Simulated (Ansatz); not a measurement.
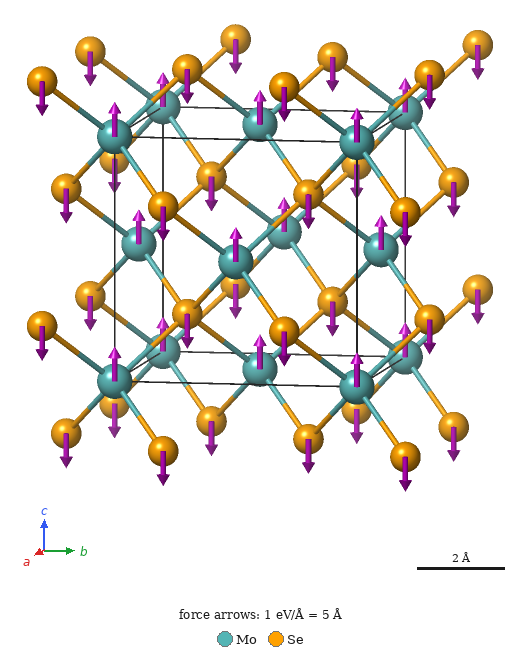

A changed version of a crystal of MoSe (built on the zincblende type), with the computed forces as purple arrows. Besides, the cell is strained by +0.5 % along [1 −1 0], −0.5 % along [1 1 0], none along the third axis (volume 0.0 %). The picture is a ball-and-stick view of the conventional cell (4 times the calculation's cell), seen slightly off an axis. Lengths and directions refer to the drawn axes.

All numbers below come from DFT PBE, scalar-relativistic, plane waves, PAW (Ansatz 0.2.0). (plane-wave cutoff 420 eV; k-point mesh 10 × 10 × 10; occupations gaussian; smearing width 0.05 eV; collinear spin)

> How do the forces relate to the distortion?

The atoms keep their fractional coordinates. No relaxation follows. The energy changes by less than 1 meV per atom. Pressure: −0.1 GPa before, −0.1 GPa after. The principal stresses (compression positive) are 0.6 GPa along [1 1 0], −0.1 GPa along c, −0.8 GPa along [1 −1 0]. The largest forces, 0.16 eV/Å, act on Mo and Se; on the Se atom it points along −c. The absolute magnetisation stays at 1.24 μB per cell. Among the bonded contacts that change: Mo–Se 2.460 → 2.452 to 2.468 Å. The space group (tolerance 0.01 Å) goes from F-43m (No. 216) to Imm2 (No. 44).
